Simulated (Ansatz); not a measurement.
## BPH$_{5}$F: geometry relaxation (part 2 of 2)

The same run, continued: BPH$_{5}$F; RKS BHLYP-D4/def2-mTZVP (Ansatz 0.2.0). The input holds or restrains some coordinates. Forces given for the steps count only the free coordinates. It belongs to a series of runs on one base structure; here: pulled along the bonds that form and break, towards end B.

### Trajectory as extended XYZ, continued
```
8
Properties=species:S:1:pos:R:3:forces:R:3 step=5 energy=-12763.12273
B     0.0457   -0.4978   -0.3725    0.2764  -1.1113  -0.2202
H     0.0085    0.2643    1.9151    0.0375   0.8808   0.1021
H     1.0188    0.1150   -0.5346    0.3690   0.4864   0.1024
F    -1.1128    0.0287   -0.6519   -0.5256   0.3009  -0.2344
P     0.0852   -2.2275    0.4007   -0.4006   0.2346   1.0243
H    -0.6887   -3.1139   -0.3453    0.4993  -0.2073  -0.4074
H     1.4308   -2.6140    0.5299   -0.2341  -0.2961  -0.7789
H    -0.0031   -0.3773    2.2359   -0.0220  -0.2880   0.4121
8
Properties=species:S:1:pos:R:3:forces:R:3 step=6 energy=-12763.40567
B     0.0528   -0.5645   -0.3185    0.1479  -0.3473   0.2710
H     0.0000    0.3878    1.8907    0.0003   1.1136  -0.0619
H     1.0045    0.1174   -0.3398    0.2823   0.1151  -0.1394
F    -1.0932   -0.0264   -0.6367   -0.4937   0.2006  -0.3875
P     0.0591   -2.2895    0.4776   -0.1422   0.1687   0.8081
H    -0.6355   -3.1125   -0.3867    0.0277  -0.3040  -0.5671
H     1.3909   -2.6613    0.3401    0.1987  -0.2863  -0.4267
H     0.0060   -0.2733    2.1505   -0.0210  -0.6604   0.5036
8
Properties=species:S:1:pos:R:3:forces:R:3 step=7 energy=-12763.43127 accepted=F
B     0.0300   -0.6008   -0.1790   -1.3113   0.7958  -1.7414
H     0.0603    0.5059    1.9646    0.0343   0.7793   0.0075
H     0.9852    0.1076   -0.2417   -0.2484  -0.1656   0.1621
F    -1.1014   -0.1332   -0.7997    1.6171  -0.6841   1.1461
P     0.0286   -2.3425    0.5999    0.6711  -0.8830  -0.5509
H    -0.5683   -3.0671   -0.4635   -0.2198   0.2977   0.1953
H     1.3476   -2.7059    0.1501   -0.4442   0.3117   0.4269
H     0.0024   -0.1864    2.1465   -0.0987  -0.4516   0.3544
8
Properties=species:S:1:pos:R:3:forces:R:3 step=9 energy=-12763.53116
B     0.0475   -0.6037   -0.2075   -0.0054   0.0960  -0.2743
H    -0.0143    0.4946    1.9207   -0.0006   1.2402  -0.0622
H     1.0131    0.0736   -0.2779    0.0153  -0.0009  -0.0222
F    -1.0879   -0.0900   -0.6426    0.0842  -0.1141   0.0486
P     0.0732   -2.3520    0.5692    0.0745  -0.3137  -0.0519
H    -0.6079   -3.0384   -0.4502   -0.0240  -0.0353  -0.0492
H     1.3831   -2.7112    0.1884   -0.0912   0.0168  -0.0437
H    -0.0224   -0.1953    2.0771   -0.0528  -0.8890   0.4548
8
Properties=species:S:1:pos:R:3:forces:R:3 step=10 energy=-12763.54266
B     0.0752   -0.6048   -0.2022   -0.0072   0.0255  -0.2095
H    -0.0176    0.5001    1.9238    0.0898   1.0711  -0.0273
H     1.0398    0.0725   -0.2933    0.0079  -0.0043  -0.0057
F    -1.0682   -0.1005   -0.6199    0.0144  -0.0245  -0.0128
P     0.1085   -2.3497    0.5839    0.1603  -0.3733  -0.1957
H    -0.6338   -3.0263   -0.4036   -0.0219   0.0114   0.0149
H     1.3864   -2.7245    0.1128   -0.1029   0.0088   0.0313
H    -0.1060   -0.1892    2.0759   -0.1404  -0.7145   0.4049
8
Properties=species:S:1:pos:R:3:forces:R:3 step=11 energy=-12763.54868
B     0.0931   -0.6024   -0.1977    0.0355  -0.0441  -0.2327
H    -0.0815    0.5056    1.9233   -0.0136   0.9491  -0.0060
H     1.0572    0.0741   -0.2988    0.0075   0.0084   0.0172
F    -1.0519   -0.1067   -0.6173   -0.0381   0.0291  -0.0188
P     0.1319   -2.3468    0.5884    0.1244  -0.3932  -0.2093
H    -0.6573   -3.0133   -0.3716   -0.0015   0.0301   0.0439
H     1.3840   -2.7415    0.0703   -0.0711   0.0096   0.0297
H    -0.0911   -0.1913    2.0809   -0.0431  -0.5890   0.3759
8
Properties=species:S:1:pos:R:3:forces:R:3 step=12 energy=-12763.53166 accepted=F
B     0.1311   -0.5960   -0.2019   -0.1268  -0.0589  -0.2917
H    -0.1039    0.4841    1.9261   -0.0049   1.3971  -0.1380
H     1.0483    0.1414   -0.2393    0.1312   0.0286  -0.0174
F    -1.0106   -0.1731   -0.7104    0.0556   0.0303   0.0920
P     0.2094   -2.3303    0.6013   -0.0137  -0.3643  -0.1449
H    -0.7219   -2.9572   -0.2486    0.0061  -0.0427   0.0206
H     1.3645   -2.7944   -0.0535    0.0487   0.0312  -0.0172
H    -0.1324   -0.1968    2.1035   -0.0963  -1.0214   0.4967
8
Properties=species:S:1:pos:R:3:forces:R:3 step=13 energy=-12763.54354
B     0.1175   -0.6045   -0.1992   -0.0428   0.0187  -0.1154
H    -0.1403    0.5014    1.9120   -0.1176   1.2312  -0.0736
H     1.0646    0.0968   -0.2670    0.0733  -0.0175  -0.0456
F    -1.0310   -0.1189   -0.6245   -0.0083  -0.0088  -0.0341
P     0.1705   -2.3459    0.5923    0.0861  -0.3347  -0.2120
H    -0.6907   -2.9928   -0.3142   -0.0173  -0.0232   0.0169
H     1.3780   -2.7730    0.0053   -0.0143   0.0036   0.0098
H    -0.0843   -0.1855    2.0726    0.0411  -0.8692   0.4541
8
Properties=species:S:1:pos:R:3:forces:R:3 step=14 energy=-12763.54166
B     0.1281   -0.5986   -0.1943    0.0994   0.0134  -0.2471
H    -0.1566    0.4970    1.9184   -0.1068   1.3908  -0.1083
H     1.0852    0.0958   -0.2818   -0.0464  -0.0593   0.0160
F    -1.0190   -0.1158   -0.6239   -0.0297   0.0221   0.0002
P     0.1932   -2.3408    0.5921    0.0596  -0.3565  -0.1448
H    -0.7056   -2.9914   -0.2750   -0.0044   0.0068   0.0106
H     1.3764   -2.7798   -0.0319   -0.0018   0.0113  -0.0034
H    -0.1172   -0.1888    2.0736    0.0301  -1.0286   0.4767
```

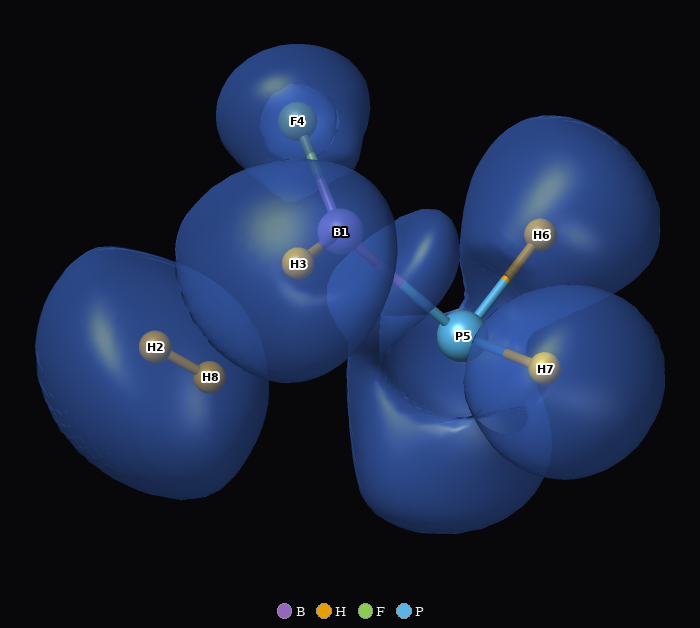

Fig. 1: Isosurface of the electron localisation function at 0.75 (blue), seen at a tilt. Only the valence region is drawn (cores and ρ < 0.01 e/Å³ removed). Along the contacts the grid gives the following.

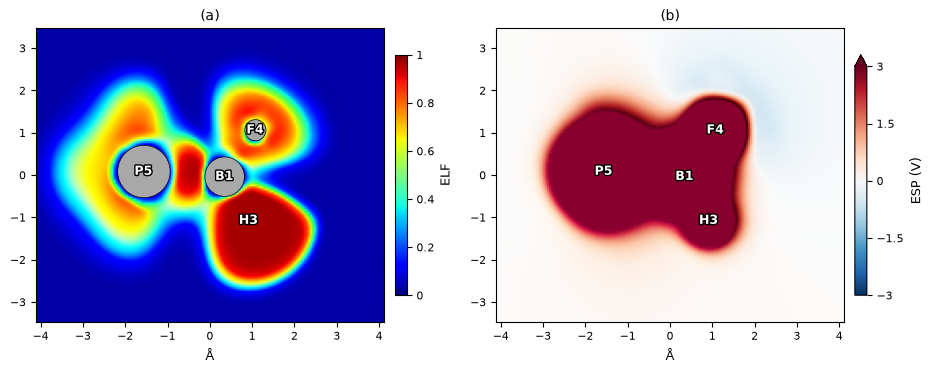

Fig. 2: (a) ELF; (b) electrostatic potential on the plane of atoms H3, B1 and F4. Grey discs, where drawn, cover atomic cores. The section cuts through B, H, F and P sites. B–P (1.91 Å): the ELF peaks at about 1 between the atoms, which marks a covalent bond. B–H (1.19 Å): the ELF climbs to about 1 towards the hydrogen, as it does in any bond to H (a covalent bond by its length).

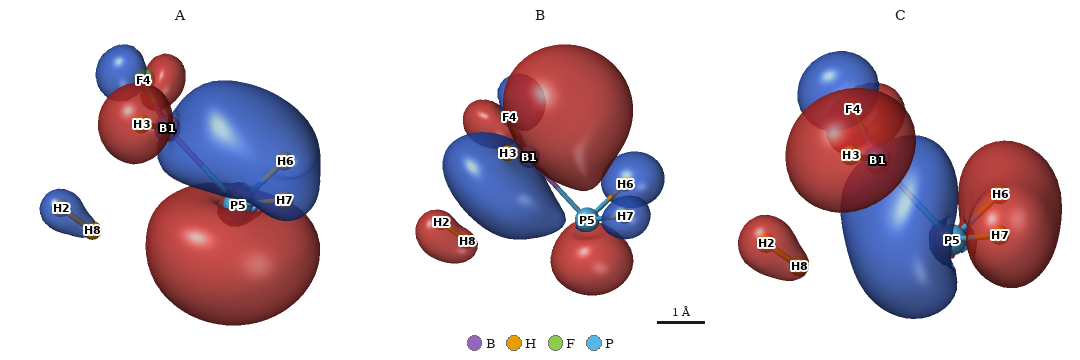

Fig. 3: Three frontier orbitals at ±0.08 Å⁻³ᐟ² (blue and red are the two phases). C is the HOMO−1 (−10.68 eV). It lies mainly on P5 (40 %), B1 (20 %), H3 (15 %), F4 (10 %) and H6 (10 %). A is the HOMO (−8.58 eV). B is the LUMO (0.24 eV). By Hirshfeld shares it lies mainly on B1 (55 %), P5 (15 %) and F4 (10 %). The HOMO–LUMO gap is 8.82 eV between the orbital energies.

This output came from the following input.

### Input
```yaml
crystal:
  periodic: [false, false, false]
  atoms:
    - { symbol: B, position_ang: [0.0, 0.0, 0.0] }
    - { symbol: H, position_ang: [0.0, 0.0, 1.54] }
    - { symbol: H, position_ang: [1.0305, 0.0, -0.595] }
    - { symbol: F, position_ang: [-1.1431, 0.0, -0.66] }
    - { symbol: P, position_ang: [0.0924, -2.0952, 0.6969] }
    - { symbol: H, position_ang: [-0.6759, -2.9172, -0.1694] }
    - { symbol: H, position_ang: [1.442, -2.5368, 0.6936] }
    - { symbol: H, position_ang: [0.0385, -0.8732, 1.6712] }
basis:
  gaussian: { orbitals: def2-mTZVP }
hamiltonian:
  xc: { name: BHLYP }
  dispersion: d4
relax:
  f_tol: 0.15
  max_steps: 25
  restrain:
    - { distance: [0, 4], at: 1.91, k: 30.0 }
    - { distance: [7, 1], at: 0.66, k: 30.0 }
    - { distance: [0, 1], at: 2.39, k: 30.0 }
    - { distance: [7, 4], at: 2.62, k: 30.0 }
output:
  orbitals: {}
```

Launch command:
```bash
ansatz run input.yaml --threads 1 --pin off --max-ram 2048MiB --backend cpu --events-out ev --progress --plain --runs-dir out
```

### Results in brief

| quantity | value |
| --- | --- |
| outcome | converged under the restraints of the input |
| total energy | −12763.5418 eV |
| mean-field energy | −12763.4049 eV |
| largest force (length of the vector) at the end, held atoms and coordinates included | 1.399 eV/Å |
| hardware | 1 thread of Intel Xeon @ 2.50GHz (Skylake/Cascade Lake), 32 GiB of memory available, shared host |
| wall time | 72 s |
| peak memory | 0.15 GiB |
